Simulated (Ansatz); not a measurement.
```xyz
12

Si    0.5582   -0.1275   -0.8574
Si    2.2872    0.5679    0.5980
O    -0.8596   -0.1776   -0.0224
Si   -2.4530   -0.3916    0.3006
H     0.8591   -1.4699   -1.4128
H     0.4341    0.8139   -1.9974
H     1.9942    1.9180    1.1404
H     2.4225   -0.3832    1.7295
H     3.5763    0.6192   -0.1383
H    -2.7081   -0.0753    1.7208
H    -3.2693    0.5013   -0.5526
H    -2.8416   -1.7951    0.0356
```

All numbers below come from Hartree-Fock, Gaussian basis def2-SVP in Ansatz 0.2.0.

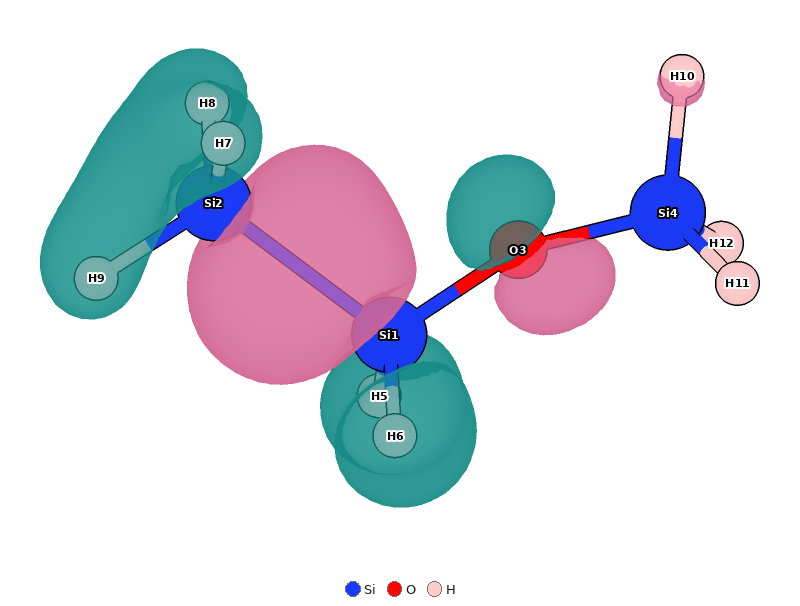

H8OSi3. The HOMO at ±0.1 Å⁻³ᐟ² (teal and pink are the two phases), seen at a tilt.

Where does this orbital lie, and at what energy?

Its weight (Hirshfeld) is mainly on Si2 (about 35 %), Si1 (about 30 %) and O3 (about 10 %). Its energy is −10.72 eV.
